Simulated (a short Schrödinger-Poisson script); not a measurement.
Stack: symmetric double-gate stack, SiO2 on p-type Si(100), at 400 K.

```tsv
layer	material	thickness (nm)	Na (cm⁻³)
1	SiO2	2	-
2	Si	7	2e15
3	SiO2	2	-
```

The device is made up for the run: typed textbook-type constants, with dimensions and the other settings drawn at random. SiO2: permittivity 3.9, conduction-band edge (eV) 3.15, gap (eV) 9, electron mass (mₑ) 0.5. Si: permittivity 11.7, conduction-band edge (eV) 0, gap (eV) 1.124, Nv at 300 K (cm⁻³) 3.1e19.

Channel valleys (confinement mass, in-plane density-of-states mass, number): Δ2 0.916, 0.19, 2; Δ4 0.19, 0.417, 4. At the gates, both at one voltage, the conduction-band edge of layer 1 lies 3.54 eV − eVg above the Fermi level of the channel. Gaps are held at their typed values at every temperature. Mesh 0.03 nm at interfaces.

From a short Schrödinger-Poisson script (our own, NumPy): 1D Poisson equation in equilibrium, electrons quantum, Hartree (BenDaniel-Duke, 12 states a valley, the channel's in-plane mass for all, wave functions free to enter the dielectric), parabolic valleys, classical holes, full ionisation, no traps, pinning or gate leakage.

Only gate voltages with over 1e8 electrons/cm² are shown.

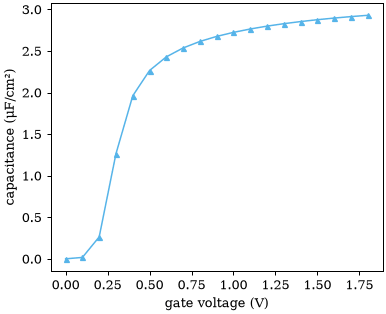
Fig. 1. Quasi-static capacitance against gate voltage

| Vg (V) | electrons (cm⁻²) | C (μF/cm²) | Δ2 E0 (meV) | Δ2 E1 (meV) | Δ4 E0 (meV) | Δ4 E1 (meV) |
|---|---|---|---|---|---|---|
| 0 | 2.10e8 | < 0.003 | 398.1 | 422.0 | 422.5 | 520.1 |
| 0.2 | 6.24e10 | 0.264 | 201.9 | 225.6 | 226.3 | 323.6 |
| 0.4 | 1.55e12 | 1.96 | 91.6 | 111.2 | 115.6 | 208.0 |
| 0.6 | 4.35e12 | 2.43 | 56.1 | 69.3 | 80.7 | 165.0 |
| 0.8 | 7.51e12 | 2.62 | 35.9 | 44.1 | 62.9 | 139.7 |
| 1 | 1.08e13 | 2.72 | 20.5 | 25.6 | 51.4 | 121.8 |
| 1.2 | 1.43e13 | 2.80 | 7.3 | 10.5 | 43.1 | 108.0 |
| 1.4 | 1.78e13 | 2.85 | -4.4 | -2.3 | 36.5 | 96.8 |
| 1.6 | 2.14e13 | 2.90 | -15.0 | -13.7 | 31.1 | 87.2 |
| 1.8 | 2.51e13 | 2.93 | -24.9 | -24.0 | 26.5 | 78.9 |

Subbands count from the Fermi level. The capacitance is that of both gates.
